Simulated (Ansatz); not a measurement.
**BNH4 (BH2(NH2)): levels of theory compared**

Aim: a comparison of 6 runs (PBE0/STO-3G, UB3LYP/STO-3G, wB97M-V/STO-3G, RPA@PBE/STO-3G, MP2/STO-3G, CCSD/STO-3G) of BNH4 (BH2(NH2)). 

The results are computed with Ansatz 0.2.0.

55 further runs of the same task are left out: 55 set aside as unsound or not needed.

### 1 The molecule

BNH4: 6 atoms, total charge 0, spin state singlet. SMILES: `[H]B([H])N`. The H2–B1 distance was set to 1.757 Å, away from the relaxed value. At this shape a bond of the SMILES string is far longer than usual.

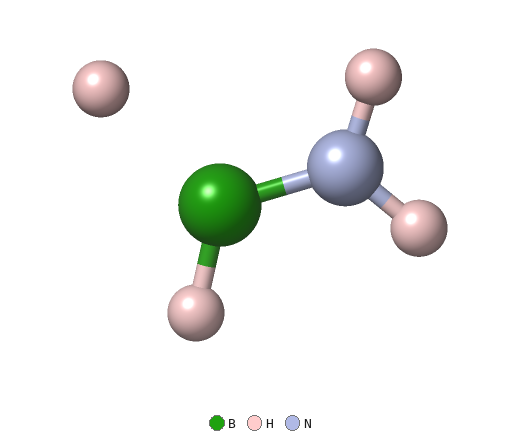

Viewed from a chosen angle; boron green, hydrogen pink, nitrogen light blue.

### 2 A single-point energy at PBE0/STO-3G (run 1)

The input, molecule.yaml:

```yaml
crystal:
  periodic: [false, false, false]
  atoms:
    - {symbol: B, position_ang: [-0.152144, 0.555574, -0.308254]}
    - {symbol: H, position_ang: [1.330110, 0.674300, 0.627440]}
    - {symbol: H, position_ang: [-0.572694, 1.457244, -0.926014]}
    - {symbol: "N", position_ang: [-0.839484, -0.638296, -0.315774]}
    - {symbol: H, position_ang: [-1.693394, -0.790156, -0.826964]}
    - {symbol: H, position_ang: [-0.542874, -1.456536, 0.190056]}
basis:
  gaussian:
    orbitals: STO-3G
accuracy: high
hamiltonian:
  xc: pbe0
total_charge: 0
```

Started as:

```console
$ ansatz run molecule.yaml --threads 1 --pin off --max-ram 2610MiB --events-out events.jsonl --progress --plain --runs-dir runs
```

Standard output:

```text
Warning: RAYON_NUM_THREADS=1 ignored (pool sized by the plan → 1); use --threads N
Functional definition: PBE0
  name "PBE0"
  parameter a = 0.25
  parameter kappa = 0.804
  parameter beta = 0.06672455060314922
  exchange = (1 - a)*pbe_x(kappa = kappa, mu = beta*pi^2/3) + a*exact_x
  correlation = pbe_c(beta = beta)
230 factors; integrals over basis functions are off by at most 1.3e-8 eV
mean field evaluation 1: about -2198.1705 eV, gradient 1.1e1 eV
mean field evaluation 2: about -2198.1375 eV, gradient 1.3e1 eV
mean field evaluation 4: about -2198.6528 eV, gradient 3.6e-1 eV
mean field evaluation 8: about -2198.5893 eV, gradient 6.5e-4 eV
mean field evaluation 16: about -2198.5893 eV, gradient 4.2e-9 eV
mean field -2198.58933472 eV, -80.7966677937 hartree, gradient 4.2e-9 eV, S^2 0.000000; 0 other end points of the search recorded, 0 dependent functions left out
reference -2198.58933619 eV, -80.7966678475 hartree; 8, 8 occupied and 6, 6 virtual orbitals, 230 factors
Total energy: -2198.58933619 eV, -80.7966678475 hartree
```

It took 0.82 s on 1 thread of Arm Neoverse V1, shared host.

### 3 The energy at UB3LYP/STO-3G (run 2)

The input, in.yaml:

```yaml
basis:
  gaussian: {orbitals: STO-3G}
crystal:
  periodic: [false, false, false]
  atoms:
    - {symbol: B, position_ang: [-0.152144, 0.555574, -0.308254]}
    - {symbol: H, position_ang: [1.330110, 0.674300, 0.627440]}
    - {symbol: H, position_ang: [-0.572694, 1.457244, -0.926014]}
    - {symbol: "N", position_ang: [-0.839484, -0.638296, -0.315774]}
    - {symbol: H, position_ang: [-1.693394, -0.790156, -0.826964]}
    - {symbol: H, position_ang: [-0.542874, -1.456536, 0.190056]}
magnetization: {spin_polarized: true}
hamiltonian: {xc: {name: B3LYP}}
accuracy: high
```

Started as:

```console
$ ansatz run in.yaml --threads 1 --pin off --max-ram 2610MiB --events-out events.jsonl --progress --plain --runs-dir runs
```

Standard output:

```text
Warning: RAYON_NUM_THREADS=1 ignored (pool sized by the plan → 1); use --threads N
Functional definition: B3LYP
  name "B3LYP"
  parameter a0 = 0.2
  parameter ax = 0.72
  parameter ac = 0.81
  exchange = (1 - a0 - ax)*slater_x + ax*b88_x + a0*exact_x
  correlation = (1 - ac)*vwn_rpa_c + ac*lyp_c
230 factors; integrals over basis functions are off by at most 1.3e-8 eV
mean field evaluation 1: about -2201.0019 eV, gradient 8.1e0 eV
mean field evaluation 2: about -2200.8062 eV, gradient 1.0e1 eV
mean field evaluation 4: about -2201.5210 eV, gradient 3.3e-1 eV
mean field evaluation 8: about -2201.4521 eV, gradient 7.8e-4 eV
mean field -2201.45208048 eV, -80.9018717596 hartree, gradient 4.8e-8 eV, S^2 0.000000; 0 other end points of the search recorded, 0 dependent functions left out
reference -2201.45210777 eV, -80.9018727626 hartree; 8, 8 occupied and 6, 6 virtual orbitals, 230 factors
Total energy: -2201.45210777 eV, -80.9018727626 hartree
```

It took 1.4 s on 1 thread of Arm Neoverse V1, shared host; peak memory 0.12 GiB.

Runs 3 to 5 aren't shown in full; the table further down has their settings and results.

### 4 The energy at CCSD/STO-3G (run 6)

The input, job.yaml:

```yaml
crystal:
  periodic: [false, false, false]
  atoms:
    - {symbol: B, position_ang: [-0.152144, 0.555574, -0.308254]}
    - {symbol: H, position_ang: [1.330110, 0.674300, 0.627440]}
    - {symbol: H, position_ang: [-0.572694, 1.457244, -0.926014]}
    - {symbol: N, position_ang: [-0.839484, -0.638296, -0.315774]}
    - {symbol: H, position_ang: [-1.693394, -0.790156, -0.826964]}
    - {symbol: H, position_ang: [-0.542874, -1.456536, 0.190056]}
basis:
  gaussian: {orbitals: STO-3G}
magnetization: {spin_polarized: false, initial_magnetization: 0}
correlation: {method: ccsd, frozen_orbitals: {B: 1, H: 0, "N": 1}}
accuracy: high
scf: {omitted_lower_state_checks: [cluster_reference, increment]}
```

Started as:

```console
$ ansatz run job.yaml --threads 1 --pin off --max-ram 2610MiB --events-out events.jsonl --progress --plain --runs-dir runs
```

Standard output:

```text
Warning: RAYON_NUM_THREADS=1 ignored (pool sized by the plan → 1); use --threads N
[... 11 lines left out ...]
2 core orbitals not correlated: weight in the atoms' cores, before any rotation towards them, 1.000 or more for the frozen orbitals, at most 0.000 for the correlated occupied ones
[... 20 lines left out ...]
Total energy: -2190.37266644 eV, -80.4947108037 hartree
Checks for a lower state left out: cluster_reference, increment
```

Run time: 0.1 s. Hardware: 1 thread of Arm Neoverse V1, shared host.

### 5 The series

```tsv
run	level	frozen core orbitals	energy (Eh)	wall time
1	PBE0/STO-3G	–	-80.796668	0.82 s
2	UB3LYP/STO-3G	–	-80.901873	1.4 s
3	wB97M-V/STO-3G	–	-80.871420	14 s
4	RPA@PBE/STO-3G	2	-80.563568	1.2 s
5	MP2/STO-3G	2	-80.455012	0.08 s
6	CCSD/STO-3G	2	-80.494711	0.1 s
```

### 6 What came out

```
                                          quantity         value
                               run 6: total energy  -80.49471 Eh
run 6: correlation energy (2 core orbitals frozen)    -145.9 mEh
                              run 6: T1 diagnostic         0.021
```

Totals of different functionals can't be ranked against each other. In runs 5, 6 the log says that unrestricted orbitals would lower the reference, so the values rest on an unstable closed-shell determinant (other closed-shell runs at this shape may share the fault). In runs 1, 2, 3, 4, 5, 6 the basis is minimal, so the values are rough. All runs together took 17 s, the longest 14 s.
